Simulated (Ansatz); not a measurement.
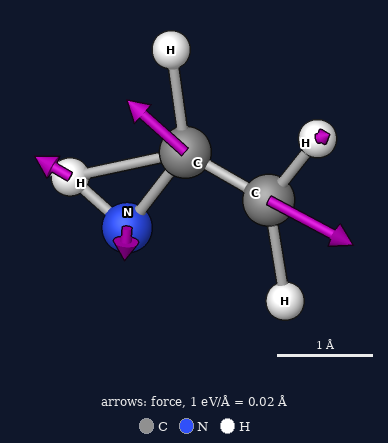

Starting geometry of C2H4N (multiplicity 2) with the computed forces as purple arrows. The picture is a ball-and-stick view, seen at a tilt.

It is one of the separated reactants of a reaction.

These are results of UKS PBE-D4/def2-SVP in Ansatz, not measurements.

Input file:
```yaml
crystal:
  periodic: [false, false, false]
  atoms:
    - {symbol: C, position_ang: [-0.601212, 0.200223, -0.399593]}
    - {symbol: C, position_ang: [0.231057, 0.145805, 0.193971]}
    - {symbol: N, position_ang: [0.464641, -1.012040, 0.153280]}
    - {symbol: H, position_ang: [-1.056952, -0.729689, -0.898707]}
    - {symbol: H, position_ang: [-0.802080, 1.153033, -0.372371]}
    - {symbol: H, position_ang: [0.674013, 1.106245, 0.689382]}
    - {symbol: H, position_ang: [1.090532, -0.863576, 0.634038]}
basis:
  gaussian: {orbitals: def2-SVP}
magnetization: {spin_polarized: true, initial_magnetization: 1}
hamiltonian: {xc: pbe, dispersion: d4}
relax: {f_tol: 0.03, max_steps: 250}
```

Run as
```bash
ansatz run in.yaml --threads 2 --pin off --events-out ev --progress --plain --max-ram 4352MiB
```

### What follows when this structure is relaxed?

It isn't relaxed: the largest force vector, on C1, is 51.92 eV/Å. The final displacements follow the starting forces only in part (cosine between the two patterns 0.45). The largest move after the best rigid fit is that of H7, 0.66 Å. Largest moves by element: H 0.66 Å, N 0.39 Å, C 0.32 Å. Near-neighbour distances that change, for instance: C1–N3 1.706 → 2.376 Å, C2–H7 1.397 → 1.926 Å, C1–C2 1.024 → 1.409 Å, N3–H7 0.803 → 1.036 Å. Bond angles that change, for instance: C2–N3–H7 87.3° → 109.0°, C1–C2–N3 101.1° → 121.0°, C2–C1–H5 101.7° → 121.4°. After 8 accepted moves (9 points after the start) the energy has fallen by 1348.9 kJ/mol. Largest force component: 42 eV/Å at the start, 0.026 eV/Å at the end. The line search rejected the trial step at point 6 of the run. The run took 11 s on 2 threads of Intel Xeon Platinum 8375C @ 2.90GHz, on a shared host.
